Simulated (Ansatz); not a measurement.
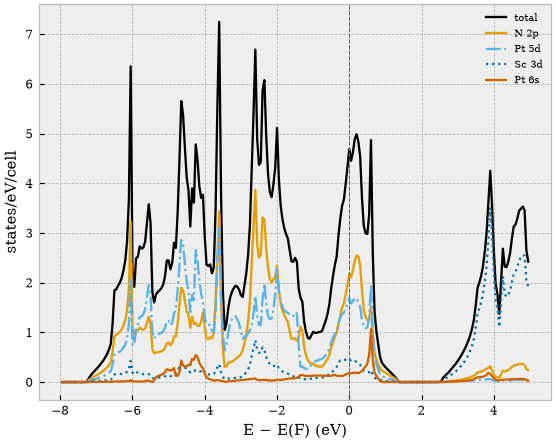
*Total and projected density of states of ScPtN₂ in space group R-3m (No. 166; Sc on 3b, Pt on 3a, N on 6c), the program Ansatz at the r²SCAN level (PAW)*

### Question
Which orbitals carry the states next to the Fermi level?

### Answer
Within 0.5 eV of the Fermi level: N 2p 46 %, Pt 5d 36 %, Sc 3d 10 %, Pt 6s 5 %. Projections are on Löwdin-orthogonalised atomic valence shells; empty p or d shells of many metals are not among them.

### Question
Where is the tallest occupied peak in this window, and what makes it?

### Answer
Near -3.6 eV, about 7.2 states/eV per cell; the largest projected share is N 2p.

The start of the workflow was typed in or built on a structure type; neither database checked (COD, Materials Project) lists it. Its standing as an ambient phase is unchecked. The cell was relaxed with r²SCAN under the symmetry of its start; its stability against distortions is not shown here. The run is not spin-polarised. With an odd number of electrons in the cell and no spin polarisation, the count alone makes it a metal. Scalar-relativistic: spin–orbit coupling is off unless named, which matters more the heavier the elements.

Potentials: the earlier of the program's two PAW sets. The files were generated under PBE; for other functionals the program regenerates the frozen cores, and for LDA and PBEsol the local potential too.
